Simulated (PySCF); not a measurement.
**CH₄B₂F₃P: electronic excitations and core binding energies**

What electronic excitations and core binding energies should CH₄B₂F₃P (`FB(F)CB(F)P`) show?

Computed with PySCF 2.14.0, with density-fitted response routines of our own, on a single molecule in the gas phase. Atoms count from 0, in the outputs and in this text.

## (1) The molecule as given

11 atoms, charge 0, multiplicity 1; geometry from: GFN2-xTB.

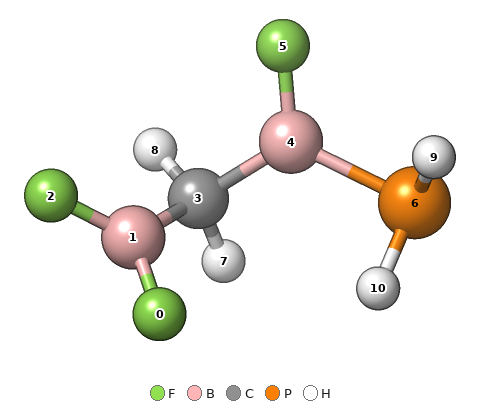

The starting geometry (fluorine green, boron pink, carbon grey, phosphorus orange, hydrogen white), atoms numbered.

## (2) TDDFT and polarisability: wB97X-D/def2-SVPD

The job: settings as JSON, then the geometry in Å.

```
{"job": {"kind": "uv", "xc": "wB97X-D", "basis": "def2-SVPD", "nstates": 8, "ntriplets": 3}, "charge": 0, "multiplicity": 1}
F     -0.892181    -2.045390    -0.157120
B     -1.400581    -0.884315     0.212925
F     -2.320481    -0.977292     1.147482
C     -0.888933     0.478182    -0.384437
B      0.524405     0.832268     0.255477
F      0.540287     1.569667     1.351556
P      2.182915     0.347775    -0.538383
H     -0.780005     0.371014    -1.464092
H     -1.605971     1.269501    -0.170433
H      2.824304    -0.025236     0.627937
H      1.821668    -0.933503    -0.906875
```

With the program's defaults for keys left out, this is: TDDFT wB97X-D/def2-SVPD, vertical, gas phase, core orbitals frozen in the response.

Started as:

```sh
> OMP_NUM_THREADS=1 python probes_run.py task.json out
```

One launch serves the whole session: the jobs run in the order shown.

The log of the run:

```text
coarse grid: 10624 points
cycle   1  E = -730.5998260121  dE =  8.000e-01  |g| = 7.602e-01  |ddm| = 4.420e+00
cycle   2  E = -730.6027977405  dE = -2.972e-03  |g| = 8.519e-01  |ddm| = 1.430e+00
cycle   3  E = -730.7134789067  dE = -1.107e-01  |g| = 6.061e-02  |ddm| = 6.103e-01
cycle   4  E = -730.7142693861  dE = -7.905e-04  |g| = 2.691e-02  |ddm| = 1.080e-01
cycle   5  E = -730.7144435652  dE = -1.742e-04  |g| = 8.437e-03  |ddm| = 4.197e-02
cycle   6  E = -730.7144565512  dE = -1.299e-05  |g| = 2.260e-03  |ddm| = 9.530e-03
cycle   7  E = -730.7144579152  dE = -1.364e-06  |g| = 5.581e-04  |ddm| = 4.088e-03
final grid: 101856 points
cycle   8  E = -730.7983006290  dE = -1.125e-04  |g| = 7.048e-03  |ddm| = 1.630e-01
cycle   9  E = -730.7983028697  dE = -2.241e-06  |g| = 7.325e-03  |ddm| = 2.819e-02
cycle  10  E = -730.7983117172  dE = -8.848e-06  |g| = 6.404e-04  |ddm| = 5.195e-03
cycle  11  E = -730.7983118193  dE = -1.021e-07  |g| = 3.461e-04  |ddm| = 2.528e-03
cycle  12  E = -730.7983118496  dE = -3.023e-08  |g| = 6.974e-05  |ddm| = 8.699e-04
cycle  13  E = -730.7983118508  dE = -1.246e-09  |g| = 2.943e-05  |ddm| = 1.329e-04
cycle  14  E = -730.7983118511  dE = -2.794e-10  |g| = 8.241e-06  |ddm| = 7.545e-05
converged SCF energy = -730.7983118511

Static polarisability (au): isotropic 64.530, principal 55.981 60.234 77.376

Singlet excitations
state   eV       nm        f      main configurations
  1   5.6563    219.2   0.05182   H->L 0.84, H-1->L 0.11
  2   6.8474    181.1   0.09215   H-1->L 0.80, H->L 0.10
  3   6.9962    177.2   0.02940   H->L+3 0.39, H->L+1 0.37, H->L+2 0.14
  4   7.1078    174.4   0.04919   H->L+3 0.47, H->L+1 0.44
  5   7.9520    155.9   0.23913   H->L+4 0.21, H->L+6 0.18, H->L+2 0.17
  6   8.2975    149.4   0.08706   H->L+5 0.36, H->L+2 0.21, H-1->L+1 0.09
  7   8.4463    146.8   0.03773   H-2->L 0.58, H-1->L+1 0.20
  8   8.6421    143.5   0.03147   H-1->L+1 0.43, H-2->L 0.24, H->L+2 0.08

Triplet excitations (Tamm-Dancoff, eV): 4.7581 6.2004 6.2333
```

It took 72 s on 1 thread of Intel Xeon at 2.50GHz, shared host; peak memory 0.81 GiB.

Frontier orbitals and where they lie:

```tsv
orbital	eV	atoms
HOMO−3	-13.03	P6 39 %, H10 20 %, H9 18 %
HOMO−2	-12.76	C3 28 %, F0 15 %, B1 15 %
HOMO−1	-11.25	P6 29 %, B4 19 %, C3 19 %
HOMO	-9.64	P6 62 %, B4 15 %, H10 6 %
LUMO	0.60	B4 34 %, P6 16 %, C3 14 %
LUMO+1	1.57	B4 36 %, B1 24 %, P6 11 %
LUMO+2	2.14	B1 42 %, F2 11 %, P6 10 %
```

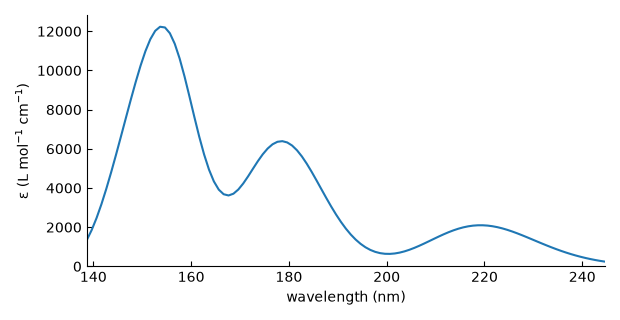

Absorption spectrum: each of the 8 states is a Gaussian band of 0.4 eV half-width at 1/e. Beyond the last state computed it falls off for lack of states.

Further results of this job:

```tsv
property	computed
dipole moment (D)	1.16
polarisability (Å³)	9.56
HOMO–LUMO gap (eV)	10.24
−ε(HOMO) (eV)	9.64
```

## (3) Core holes by ΔSCF: SCAN, X2C

The job, as its differences from that of step 2:

```diff
@@ -1,2 +1,2 @@
-{"job": {"kind": "uv", "xc": "wB97X-D", "basis": "def2-SVPD", "nstates": 8, "ntriplets": 3}, "charge": 0, "multiplicity": 1}
+{"job": {"kind": "xps"}, "charge": 0, "multiplicity": 1}
 F     -0.892181    -2.045390    -0.157120
```

Method: delta-SCF UKS SCAN, pcX-2 on the ionised atom, pcseg-1 elsewhere, spin-free X2C.

The log of the run:

```text
ground state, core basis on atom 0 (F), 153 functions
  cycle   1  E = -732.07089864  |g| = 8.31e-01
  cycle   2  E = -731.90189801  |g| = 1.37e+00
  cycle   3  E = -732.18273061  |g| = 1.62e-01
  cycle   4  E = -732.18862946  |g| = 2.91e-02
  cycle   5  E = -732.18875099  |g| = 1.57e-02
  cycle   6  E = -732.18878714  |g| = 5.12e-03
  cycle   7  E = -732.18879110  |g| = 1.69e-03
  cycle   8  E = -732.18879211  |g| = 3.09e-04
  E(ground) = -732.20236652 Eh
hole in F 1s of atom 0
  cycle   1  E = -705.81241396  |g| = 2.58e+00
  cycle   2  E = -705.76372212  |g| = 2.11e+00
  cycle   3  E = -706.63323365  |g| = 4.14e-01
  cycle   4  E = -706.64256757  |g| = 3.75e-01
  cycle   5  E = -706.69020076  |g| = 5.11e-02
  cycle   6  E = -706.69090544  |g| = 2.80e-02
  cycle   7  E = -706.69133289  |g| = 5.00e-03
  cycle   8  E = -706.69134379  |g| = 3.25e-03
  cycle   9  E = -706.69134965  |g| = 5.44e-04
  cycle  10  E = -706.69135044  |g| = 2.27e-04
  E(ion) = -706.71231332 Eh   <S^2> = 0.7563   hole on atom = 1.000   binding energy = 693.620 eV
ground state, core basis on atom 1 (B), 153 functions
  cycle   1  E = -732.14434757  |g| = 1.14e-01
  cycle   2  E = -732.14108186  |g| = 1.80e-01
  cycle   3  E = -732.14607611  |g| = 1.21e-02
  cycle   4  E = -732.14608655  |g| = 9.40e-03
  cycle   5  E = -732.14610431  |g| = 1.64e-03
  cycle   6  E = -732.14610480  |g| = 3.45e-04
  E(ground) = -732.15923700 Eh
hole in B 1s of atom 1
  cycle   1  E = -724.42689836  |g| = 1.17e+00
  cycle   2  E = -722.59767755  |g| = 1.93e+00
  cycle   3  E = -724.63851181  |g| = 4.82e-01
  cycle   4  E = -724.70465748  |g| = 3.46e-01
  cycle   5  E = -724.78404579  |g| = 1.87e-01
  cycle   6  E = -724.80325510  |g| = 8.80e-02
  cycle   7  E = -724.77393013  |g| = 1.89e-01
  cycle   8  E = -724.80827009  |g| = 3.62e-02
  cycle   9  E = -724.80933183  |g| = 1.66e-02
  cycle  10  E = -724.80951625  |g| = 4.99e-03
  cycle  11  E = -724.80952137  |g| = 3.84e-03
  cycle  12  E = -724.80952223  |g| = 3.59e-03
  cycle  13  E = -724.80953292  |g| = 6.00e-04
  cycle  14  E = -724.80953348  |g| = 2.64e-04
  E(ion) = -724.82544689 Eh   <S^2> = 0.9517   hole on atom = 1.000   binding energy = 199.563 eV
ground state, core basis on atom 3 (C), 153 functions
  cycle   1  E = -732.14397721  |g| = 5.85e-02
  cycle   2  E = -732.14391922  |g| = 2.77e-02
  cycle   3  E = -732.14393104  |g| = 2.67e-02
  cycle   4  E = -732.14404337  |g| = 3.86e-03
  cycle   5  E = -732.14404573  |g| = 3.52e-04
  E(ground) = -732.15494133 Eh
hole in C 1s of atom 3
  cycle   1  E = -720.90085997  |g| = 1.51e+00
  cycle   2  E = -720.19918401  |g| = 1.81e+00
  cycle   3  E = -721.37454281  |g| = 4.39e-01
  cycle   4  E = -721.42555473  |g| = 2.93e-01
  cycle   5  E = -721.46370066  |g| = 4.50e-02
  cycle   6  E = -721.46439215  |g| = 1.06e-02
  cycle   7  E = -721.46442121  |g| = 8.02e-03
  cycle   8  E = -721.46444896  |g| = 2.94e-03
  cycle   9  E = -721.46445397  |g| = 7.64e-04
  cycle  10  E = -721.46445396  |g| = 4.28e-04
  E(ion) = -721.47413774 Eh   <S^2> = 0.7650   hole on atom = 1.000   binding energy = 290.639 eV
ground state, core basis on atom 4 (B), 153 functions
  cycle   1  E = -732.14227462  |g| = 5.53e-02
  cycle   2  E = -732.14178776  |g| = 5.42e-02
  cycle   3  E = -732.14251906  |g| = 1.99e-02
  cycle   4  E = -732.14261377  |g| = 5.84e-03
  cycle   5  E = -732.14262065  |g| = 9.18e-04
  cycle   6  E = -732.14262126  |g| = 2.20e-04
  E(ground) = -732.15474574 Eh
hole in B 1s of atom 4
  cycle   1  E = -724.45671136  |g| = 1.17e+00
  cycle   2  E = -722.81368321  |g| = 1.94e+00
  cycle   3  E = -724.70916993  |g| = 4.68e-01
  cycle   4  E = -724.75790954  |g| = 3.94e-01
  cycle   5  E = -724.86451477  |g| = 1.34e-01
  cycle   6  E = -724.87104683  |g| = 5.07e-02
  cycle   7  E = -724.87176797  |g| = 2.30e-02
  cycle   8  E = -724.87210634  |g| = 7.80e-03
  cycle   9  E = -724.87215274  |g| = 3.20e-03
  cycle  10  E = -724.87216299  |g| = 2.27e-03
  cycle  11  E = -724.87217054  |g| = 1.34e-03
  cycle  12  E = -724.87217337  |g| = 5.14e-04
  cycle  13  E = -724.87217165  |g| = 1.98e-04
  E(ion) = -724.88660045 Eh   <S^2> = 0.8170   hole on atom = 1.000   binding energy = 197.776 eV
ground state, core basis on atom 5 (F), 153 functions
  cycle   1  E = -732.18873875  |g| = 1.24e-01
  cycle   2  E = -732.18786643  |g| = 9.57e-02
  cycle   3  E = -732.18845398  |g| = 6.89e-02
  cycle   4  E = -732.18908334  |g| = 2.79e-03
  cycle   5  E = -732.18908426  |g| = 7.54e-04
  cycle   6  E = -732.18908547  |g| = 2.39e-04
  E(ground) = -732.20227173 Eh
hole in F 1s of atom 5
  cycle   1  E = -705.81020209  |g| = 2.58e+00
  cycle   2  E = -705.53743350  |g| = 2.19e+00
  cycle   3  E = -706.54962866  |g| = 4.89e-01
  cycle   4  E = -706.50262823  |g| = 5.14e-01
  cycle   5  E = -706.70399984  |g| = 6.71e-02
  cycle   6  E = -706.70622955  |g| = 4.64e-02
  cycle   7  E = -706.70748602  |g| = 9.52e-03
  cycle   8  E = -706.70752094  |g| = 4.58e-03
  cycle   9  E = -706.70752976  |g| = 9.61e-04
  cycle  10  E = -706.70752982  |g| = 3.56e-04
  E(ion) = -706.72786058 Eh   <S^2> = 0.7562   hole on atom = 1.000   binding energy = 693.194 eV
ground state, core basis on atom 6 (P), 164 functions
  cycle   1  E = -732.25542090  |g| = 3.56e-01
  cycle   2  E = -732.25130466  |g| = 1.95e-01
  cycle   3  E = -732.25042148  |g| = 2.09e-01
  cycle   4  E = -732.25742228  |g| = 1.21e-02
  cycle   5  E = -732.25746475  |g| = 3.37e-03
  cycle   6  E = -732.25746766  |g| = 9.58e-04
  cycle   7  E = -732.25746664  |g| = 3.16e-04
  E(ground) = -732.23886225 Eh
hole in P 1s of atom 6
  cycle   1  E = -652.10180059  |g| = 4.72e+00
  cycle   2  E = -652.40613070  |g| = 2.10e+00
  cycle   3  E = -652.88183935  |g| = 8.34e-01
  cycle   4  E = -653.18627091  |g| = 3.70e-01
  cycle   5  E = -653.23244231  |g| = 1.69e-01
  cycle   6  E = -653.24195347  |g| = 4.18e-02
  cycle   7  E = -653.24262921  |g| = 1.45e-02
  cycle   8  E = -653.24272405  |g| = 4.91e-03
  cycle   9  E = -653.24273322  |g| = 2.28e-03
  cycle  10  E = -653.24273526  |g| = 5.88e-04
  cycle  11  E = -653.24273372  |g| = 1.99e-04
  E(ion) = -653.22460050 Eh   <S^2> = 0.7518   hole on atom = 1.000   binding energy = 2150.088 eV
hole in P 2p of atom 6
  cycle   1  E = -726.83570843  |g| = 1.38e+00
  cycle   2  E = -726.81120913  |g| = 1.12e+00
  cycle   3  E = -727.17503795  |g| = 3.06e-01
  cycle   4  E = -727.21034213  |g| = 1.55e-01
  cycle   5  E = -727.21660577  |g| = 5.91e-02
  cycle   6  E = -727.21797490  |g| = 1.87e-02
  cycle   7  E = -727.21812958  |g| = 5.57e-03
  cycle   8  E = -727.21814325  |g| = 2.87e-03
  cycle   9  E = -727.21814804  |g| = 8.20e-04
  cycle  10  E = -727.21814725  |g| = 5.08e-04
  cycle  11  E = -727.21814728  |g| = 1.18e-04
  E(ion) = -727.21007270 Eh   <S^2> = 0.7533   hole on atom = 1.002   binding energy = 136.840 eV
  2p3/2 = 136.606 eV   2p1/2 = 137.496 eV
```

It took 3.6 min on 1 thread of Intel Xeon at 2.50GHz, shared host; peak memory 0.65 GiB.

Binding energies by hole, beside the orbital energy of the ground state; the difference holds orbital relaxation and, for a density functional, its self-interaction error:

```tsv
hole	stands for	environment	ΔSCF (eV; 2p as the shell's mean)	−ε (eV)	⟨S²⟩
F1s on F0	F0, F2	fluorine bonded to B	693.62	667.3	0.756
B1s on B1	B1	boron bonded to C, 2 F	199.56 (doubtful)	183.1	0.952
C1s on C3	C3	sp3 CH2 bonded to 2 B	290.64	273.6	0.765
B1s on B4	B4	boron bonded to C, F, P	197.78	182.2	0.817
F1s on F5	F5	fluorine bonded to B	693.19	667.4	0.756
P1s on P6	P6	phosphorus bonded to B, 2 H	2150.09	2092.6	0.752
P2p on P6	P6	phosphorus bonded to B, 2 H	136.90	125.7	0.753
```

Each hole run stands for the others of its class of like atoms.

Doubtful: the ion did not converge, its hole moved, or its ⟨S²⟩ is well above 0.75.

With the spin-orbit splitting: P6 2p3/2 136.61, 2p1/2 137.50 eV. The table gives each 2p level as the mean over the whole 2p shell (two parts 2p3/2, one part 2p1/2), which differs a little from the single hole in the log.

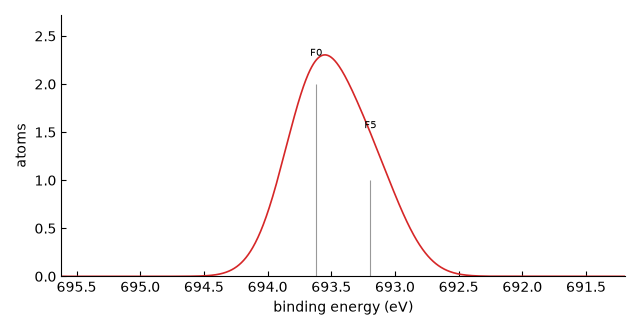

The F1s photoelectron lines, weighted by the number of atoms. Lines are broadened to a width of 0.60 eV (Gaussian).

## (4) Outcome

| quantity | value |
| --- | --- |
| lowest singlet (wB97X-D/def2-SVPD) | 5.66 eV (219 nm), f = 0.052 |
| brightest single state of those computed | state 5, 7.95 eV, f = 0.239 |
| lowest triplet | 4.76 eV |
| F1s binding energies, SCAN/pcX-2 | F0 693.62, F5 693.19 eV |
| C1s binding energies, SCAN/pcX-2 | C3 290.64 eV |
| B1s binding energies, SCAN/pcX-2 (standing for 1 of 2 atoms) | B4 197.78 eV |
| P1s binding energies, SCAN/pcX-2 | P6 2150.09 eV |
| P2p binding energies, SCAN/pcX-2 | P6 136.90 eV |

**Reading.** The first singlet state (HOMO→LUMO 0.84, HOMO−1→LUMO 0.11) lies at 5.66 eV and is bright; of the 8 states computed, the strongest absorption comes from state 5 at 7.95 eV. The lowest triplet lies 0.90 eV below the lowest singlet (triplets in Tamm-Dancoff, singlets in full TDDFT). The F1s levels kept as sound span 0.43 eV, from F5 (fluorine bonded to B) up to F0 (fluorine bonded to B).
